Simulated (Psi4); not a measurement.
# USCAN/cc-pVTZ (density fitting with cc-pvqz-jkfit, sweep point 5) run of BSiH4 (SMILES [BH][SiH3])

Aim: the vertical ionisation energy of BSiH4 at USCAN/cc-pVTZ (density fitting with cc-pvqz-jkfit, sweep point 5), from 2 runs. 

Program for the calculation: Psi4 1.11.

4 further runs of the same task are left out: 4 that didn't finish.

### Step 1. Starting point

BSiH4: 6 atoms, total charge 0, spin state doublet. As SMILES, `[BH][SiH3]`. The shape is that of a GFN2-xTB optimisation.

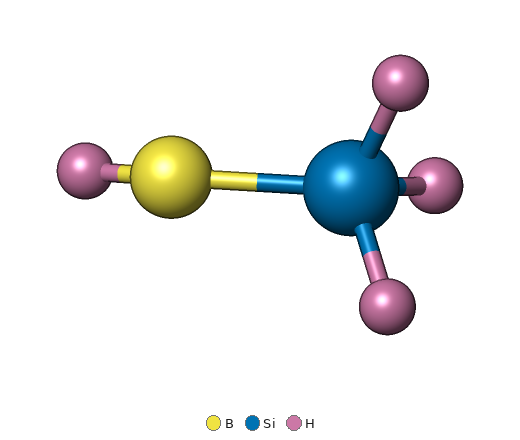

The structure, seen from a chosen angle (boron yellow, silicon blue, hydrogen pink).

### Step 2. A single-point energy at USCAN/cc-pVTZ (density fitting with cc-pvqz-jkfit, sweep point 5)

input.dat reads:

```
memory 1600 mb

molecule molecule1 {
  0 2
  B      0.938510    -0.830080     0.651420
  Si    -0.268720     0.378400    -0.198310
  H      1.206890    -1.921260     0.929580
  H     -1.511470    -0.138420    -0.820190
  H      0.392690     1.102720    -1.300860
  H     -0.757900     1.408630     0.738360
  symmetry c1
}

set globals {
  reference uks
  puream true
  scf_type df
  dft_radial_points 99
  dft_spherical_points 590
  df_basis_scf cc-pvqz-jkfit
  maxiter 150
}

E, wfn = energy("scan/cc-pVTZ", return_wfn=True)
```

Run with:

```sh
$ psi4 -n 1 input.dat output.dat
```

output.dat:

```text
[...]
  Running in c1 symmetry.
[...]
  Nuclear repulsion =   43.128188468135626
[...]
  Multiplicity = 2
[...]
  Nalpha       = 12
  Nbeta        = 11
[...]
    Number of basis functions: 120
[...]
   @DF-UKS iter   1:  -316.55617774570334   -3.89199e-01   3.13320e-03 ADIIS/DIIS
[...]
   @DF-UKS iter   8:  -316.64222728611384   -4.13793e-08   5.92089e-07 DIIS
[...]
   @S^2 Observed:                7.560688966E-01
[...]
    Orbital Energies [Eh]
    ---------------------
    Alpha Occupied:
       1A    -65.839267     2A     -6.677885     3A     -5.194697
       4A     -3.537420     5A     -3.537122     6A     -3.536268
       7A     -0.535724     8A     -0.448696     9A     -0.331768
      10A     -0.329224    11A     -0.314830    12A     -0.188009
    Alpha Virtual:
      13A     -0.133560    14A      0.037256    15A      0.045977
      16A      0.053287    17A      0.066319    18A      0.139597
      19A      0.148739    20A      0.177310    21A      0.179059
      22A      0.212368    23A      0.223311    24A      0.229153
      25A      0.235884    26A      0.255156    27A      0.304588
[...]
  @DF-UKS Final Energy:  -316.64222728611384
   => Energetics <=
    Nuclear Repulsion Energy =             43.1281884681356260
    One-Electron Energy =                -521.9312717872080611
    Two-Electron Energy =                 188.5852053266302732
    DFT Exchange-Correlation Energy =     -26.4243492936716748
    Empirical Dispersion Energy =           0.0000000000000000
    VV10 Nonlocal Energy =                  0.0000000000000000
    Total Energy =                       -316.6422272861138367
[...]
 Multipole Moments:
 ------------------------------------------------------------------------------------
     Multipole            Electronic (a.u.)      Nuclear  (a.u.)        Total (a.u.)
 ------------------------------------------------------------------------------------
 L = 1.  Multiply by 2.5417464519 to convert [e a0] to [Debye]
 Dipole X            :          1.7195121           -1.6689275            0.0505846
 Dipole Y            :         -1.2935971            1.0986190           -0.1949781
 Dipole Z            :          1.1772759           -1.1267739            0.0505020
 Magnitude           :                                                    0.2076673
[...]
```

It took 62 s on 1 thread of AMD EPYC 7R43 (Zen 3), shared host; peak memory 1.2 GiB.

### Step 3. The singlet cation, same level

bh4si.dat reads:

```
memory 1.6 GB

molecule system {
  1 1
  B      0.938510    -0.830080     0.651420
  Si    -0.268720     0.378400    -0.198310
  H      1.206890    -1.921260     0.929580
  H     -1.511470    -0.138420    -0.820190
  H      0.392690     1.102720    -1.300860
  H     -0.757900     1.408630     0.738360
  symmetry c1
}

set {
  basis cc-pVTZ
  puream true
  scf_type df
  dft_radial_points 99
  dft_spherical_points 590
  df_basis_scf cc-pvqz-jkfit
}

result, w = energy('scan', return_wfn=True)
```

Run with:

```sh
$ psi4 -n 1 bh4si.dat bh4si.out
```

bh4si.out:

```text
[...]
  Running in c1 symmetry.
[...]
  Nuclear repulsion =   43.128188468135626
[...]
  Multiplicity = 1
[...]
  Nalpha       = 11
  Nbeta        = 11
[...]
    Number of basis functions: 120
[...]
   @DF-RKS iter   1:  -316.28515246558993   -1.18174e-01   2.54002e-03 ADIIS/DIIS
[...]
   @DF-RKS iter   8:  -316.33467788215285   -3.13806e-07   4.89685e-07 DIIS
[...]
    Orbital Energies [Eh]
    ---------------------
    Doubly Occupied:
       1A    -66.072997     2A     -7.022119     3A     -5.429998
       4A     -3.773256     5A     -3.771664     6A     -3.771479
       7A     -0.784185     8A     -0.701923     9A     -0.585586
      10A     -0.544665    11A     -0.539378
[...]
  @DF-RKS Final Energy:  -316.33467788215285
   => Energetics <=
    Nuclear Repulsion Energy =             43.1281884681356260
    One-Electron Energy =                -516.2123863868285980
    Two-Electron Energy =                 182.8686887655285602
    DFT Exchange-Correlation Energy =     -26.1191687289885017
    Empirical Dispersion Energy =           0.0000000000000000
    VV10 Nonlocal Energy =                  0.0000000000000000
    Total Energy =                       -316.3346778821528460
[...]
 Multipole Moments:
 ------------------------------------------------------------------------------------
     Multipole            Electronic (a.u.)      Nuclear  (a.u.)        Total (a.u.)
 ------------------------------------------------------------------------------------
 L = 1.  Multiply by 2.5417464519 to convert [e a0] to [Debye]
 Dipole X            :          2.5036355           -1.6689275            0.8347081
 Dipole Y            :         -1.9428007            1.0986190           -0.8441816
 Dipole Z            :          1.7172449           -1.1267739            0.5904709
 Magnitude           :                                                    1.3259095
[...]
```

Run time: 36 s. Hardware: 1 thread of AMD EPYC 7R43 (Zen 3), shared host; peak memory 1.2 GiB.

### Step 4. What came out

Level: USCAN/cc-pVTZ (density fitting with cc-pvqz-jkfit, sweep point 5).

| quantity | value |
| --- | --- |
| doublet BSiH4: total energy | -316.64223 Eh |
| doublet BSiH4: dipole moment | 0.53 D |
| doublet BSiH4: HOMO energy (highest over α and β) | -5.12 eV |
| doublet BSiH4: LUMO energy (lowest over α and β) | -3.63 eV |
| doublet BSiH4: ⟨S²⟩ | 0.756 |
| singlet cation: total energy | -316.33468 Eh |
| singlet cation: HOMO energy | -14.68 eV |
| singlet cation: LUMO energy | -11.18 eV |
| singlet cation: HOMO–LUMO gap | 3.50 eV |
| vertical ionisation energy (to the singlet cation) | 8.369 eV |

In words: Removing an electron at fixed nuclei costs 8.37 eV (807 kJ/mol). Only the singlet of the ionised species was computed; a triplet could lie lower.
